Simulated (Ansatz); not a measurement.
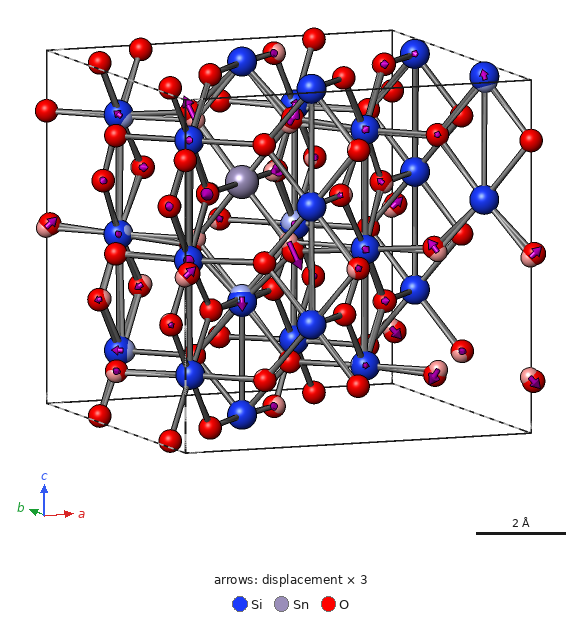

A relaxation of a defect cell of composition Si22SnO48. The starting structure is drawn faded, the final one solid; purple arrows show the displacements, magnified 3 times.

The picture is a ball-and-stick view of the cell of the calculation (origin shifted), seen slightly off an axis.

Method: DFT, PBEsol, PAW, plane waves in Ansatz. Settings: plane-wave cutoff 420 eV; k-point mesh 1 × 1 × 1; mesh shifted by (0.25, 0.25, 0.25); collinear spin; atoms relaxed in a fixed cell; force threshold 0.03 eV/Å; at most 80 steps.

Q: Atoms of which element are displaced furthest, and by how much?

A: Oxygen: up to 0.24 Å, against 0.12 Å for silicon.

Q: Describe the change and its energy.

A: The largest move is that of an O atom, 0.24 Å along [1 −1 −3]. Largest moves by element: O 0.24 Å, Si 0.12 Å, Sn 0.04 Å. The cell doesn't change. Among the contacts that change: O–Sn 1.740 → 1.961 Å, O–Sn 1.782 → 1.971 Å, O–Si 1.871 → 1.710 Å, Si–Si 2.719 → 2.566 Å. Bond angles that change, for instance: O–Si–O 79.4° → 92.1°, Si–O–Si 130.4° → 140.7°, Si–O–Si 130.2° → 140.1°. After 7 geometry steps the energy has fallen by 6.980 eV per cell of the calculation. The largest force component goes from 8.8 to 0.02 eV/Å. Cost: 9.1 s on 1 × NVIDIA GB200 with 8 threads of Arm Neoverse-V2, peak memory 1.8 GiB.

Limits of the set-up: the periodic images lie only 8.0 Å apart, so the values are limited by the cell's size.
